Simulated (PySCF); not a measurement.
**triplet Si4: levels of theory compared**

Aim: a comparison of 5 runs (U-revPBE/aug-cc-pVDZ, UBLYP/aug-cc-pVDZ, UPBE/aug-cc-pVDZ, USVWN5/aug-cc-pVDZ, UCCSD(T)/aug-cc-pVDZ) of triplet Si4. 

The results are computed with PySCF 2.14.0.

1 further run of the same task is left out (set aside as unsound or not needed).

## Step 1: Starting point

Si4 has 4 atoms, charge 0, and is taken as a triplet. SMILES of the parent species: `[Si]1[Si][Si][Si]1`. Geometry: relaxed at GFN2-xTB. That shape belongs to the parent species and isn't relaxed for this state.

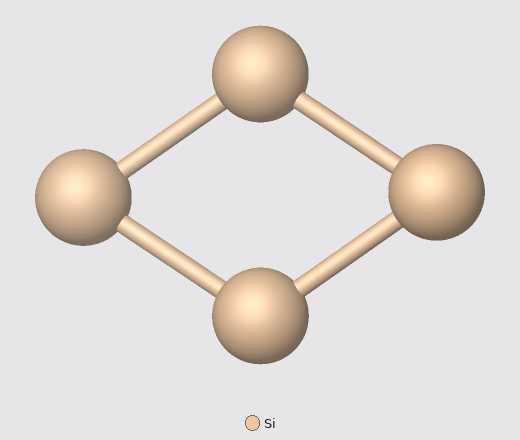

The structure, seen from a chosen angle (silicon light orange).

## Step 2: A single-point energy at U-revPBE/aug-cc-pVDZ (run 1)

Input file calc.py:

```python
from pyscf import gto, dft

system = gto.M(
    atom=[
    ('Si', (1.034120, -0.476140, 1.525080)),
    ('Si', (-0.921360, 0.442170, 0.763360)),
    ('Si', (-1.025220, 0.495440, -1.524760)),
    ('Si', (0.912460, -0.461460, -0.763680)),
],
    basis='aug-cc-pvdz',
    charge=0,
    spin=2,
    verbose=3,
    max_memory=1860,
)

myscf = dft.UKS(system)
myscf.xc = 'revpbe'
myscf.conv_tol = 1e-10
myscf.grids.level = 5
myscf.kernel()
if not myscf.converged:
    myscf = myscf.newton().run(myscf.mo_coeff, myscf.mo_occ)

energy = myscf.e_tot
print('Final energy', energy)
```

Run with:

```console
$ OMP_NUM_THREADS=1 python calc.py
```

Standard output:

```text
WARN: HOMO -0.159833042984015 >= LUMO -0.203616054361866

WARN: HOMO -0.155050670689485 >= LUMO -0.168919807881054

WARN: HOMO -0.170143854945527 >= LUMO -0.180689541628503

WARN: HOMO -0.170898081167405 >= LUMO -0.179140880479437

WARN: HOMO -0.169187779750866 >= LUMO -0.176803133243376

WARN: HOMO -0.169473554007415 >= LUMO -0.17681698268565

WARN: HOMO -0.169822831646657 >= LUMO -0.17691831302365

WARN: HOMO -0.169824869437031 >= LUMO -0.176892453861909

WARN: HOMO -0.1698093460987 >= LUMO -0.176834496323959

WARN: HOMO -0.169810779140922 >= LUMO -0.176835051370624

WARN: HOMO -0.169816553083168 >= LUMO -0.176845700148218

WARN: HOMO -0.169816793708895 >= LUMO -0.176846747635573

WARN: HOMO -0.169815820692492 >= LUMO -0.176845828607903

converged SCF energy = -1157.65263755218  <S^2> = 2.0191462  2S+1 = 3.0127371
Final energy -1157.6526375521846
```

Wall time 21 s (1 thread of AMD EPYC 7B13 (Zen 3), shared host); peak memory 0.58 GiB.

## Step 3: The energy at UBLYP/aug-cc-pVDZ (run 2)

Input file job.py:

```python
from pyscf import gto, dft

molecule = gto.M(
    atom='''
Si     1.954204    -0.899774     2.881984
Si    -1.741118     0.835580     1.442541
Si    -1.937385     0.936246    -2.881379
Si     1.724299    -0.872033    -1.443146
''',
    basis='aug-cc-pvdz',
    max_memory=1860,
    spin=2,
    unit='bohr',
    verbose=3,
)

mf = dft.UKS(molecule, xc='blyp')
mf.conv_tol = 1e-10
mf.grids.level = 5
mf.kernel()
if not mf.converged:
    mf = mf.newton().run(mf.mo_coeff, mf.mo_occ)

energy = mf.e_tot
print(f'total energy: {energy:.8f} hartree')
```

Run with:

```console
$ OMP_NUM_THREADS=1 python job.py
```

Standard output:

```text
WARN: HOMO -0.150915925713897 >= LUMO -0.196549937593288

WARN: HOMO -0.145999948564693 >= LUMO -0.166934743073678

WARN: HOMO -0.159843603385908 >= LUMO -0.178090939480911

WARN: HOMO -0.160156784057495 >= LUMO -0.176601595230677

WARN: HOMO -0.158527167545888 >= LUMO -0.174645397391764

WARN: HOMO -0.158696744359788 >= LUMO -0.174695959090802

WARN: HOMO -0.159013268570752 >= LUMO -0.174861671127037

WARN: HOMO -0.159013682879855 >= LUMO -0.174839777735712

WARN: HOMO -0.158988547144059 >= LUMO -0.174774789431327

WARN: HOMO -0.158987974992861 >= LUMO -0.174771895433117

WARN: HOMO -0.158994076904456 >= LUMO -0.174780306517666

WARN: HOMO -0.15899350990762 >= LUMO -0.174780156367967

WARN: HOMO -0.158993872370072 >= LUMO -0.174780439895063

converged SCF energy = -1157.87262904469  <S^2> = 2.012926  2S+1 = 3.008605
total energy: -1157.87262904 hartree
```

It took 21 s on 1 thread of AMD EPYC 7B13 (Zen 3), shared host; peak memory 0.58 GiB.

Runs 3 to 4 aren't shown in full; the table further down has their settings and results.

## Step 4: The energy at UCCSD(T)/aug-cc-pVDZ (run 5)

Input file calc.py:

```python
from pyscf import gto, scf, cc

mol = gto.M(
    atom='Si 1.034120 -0.476140 1.525080; Si -0.921360 0.442170 0.763360; Si -1.025220 0.495440 -1.524760; Si 0.912460 -0.461460 -0.763680',
    spin=2,
    basis='aug-cc-pvdz',
    verbose=3,
    max_memory=1860,
)

hf = scf.UHF(mol)
hf.conv_tol = 1e-10
hf.kernel()
if not hf.converged:
    hf = hf.newton().run(hf.mo_coeff, hf.mo_occ)

mycc = cc.CCSD(hf, frozen=20)
mycc.kernel()
e_t = mycc.ccsd_t()
energy = mycc.e_tot + e_t
print('E(%s) = %.9f' % ('CCSD(T)', energy))
```

Run with:

```console
$ OMP_NUM_THREADS=1 python calc.py
```

Standard output:

```text
WARN: HOMO -0.0839744662159907 >= LUMO -0.144316964092061

converged SCF energy = -1155.60339844734  <S^2> = 2.1818884  2S+1 = 3.1189026
E(UCCSD) = -1155.987783570444  E_corr = -0.3843851231009716
UCCSD(T) correction = -0.0333152101991129
E(CCSD(T)) = -1156.021098781
```

It took 94 s on 1 thread of AMD EPYC 7B13 (Zen 3), shared host; peak memory 2.8 GiB.

## Step 5: The series

```csv
run,level,integration grid,frozen core orbitals,energy (Eh),dipole moment (D) of the reference,HOMO energy (eV),⟨S²⟩,wall time
1,U-revPBE/aug-cc-pVDZ,5,–,-1157.652638,0.01,-4.62,2.019,21 s
2,UBLYP/aug-cc-pVDZ,5,–,-1157.872629,0.01,-4.33,2.013,21 s
3,UPBE/aug-cc-pVDZ,5,–,-1157.303066,0.01,-4.64,2.017,21 s
4,USVWN5/aug-cc-pVDZ,5,–,-1153.296289,0.01,-4.65,2.008,14 s
5,UCCSD(T)/aug-cc-pVDZ,–,20,-1156.021099,0.01,-7.43,2.182,94 s
```

## Step 6: Summary of results

| quantity | value |
| --- | --- |
| run 5: total energy | -1156.02110 Eh |
| run 5: dipole moment (Hartree–Fock density) | 0.01 D |
| run 5: HOMO energy (Hartree–Fock orbitals) (highest over α and β) | -7.43 eV |
| run 5: LUMO energy (Hartree–Fock orbitals) (lowest over α and β) | -1.30 eV |
| run 5: correlation energy (20 core orbitals frozen) | -417.7 mEh |
| run 5: (T) correction | -33.32 mEh |
| run 5: ⟨S²⟩ of the reference determinant | 2.182 |
| run 5: T1 diagnostic | 0.033 |

In words: Totals of different functionals can't be ranked against each other. Spin contamination of the reference: run 5 ⟨S²⟩ = 2.18. All runs together took 2.9 min, the longest 94 s.
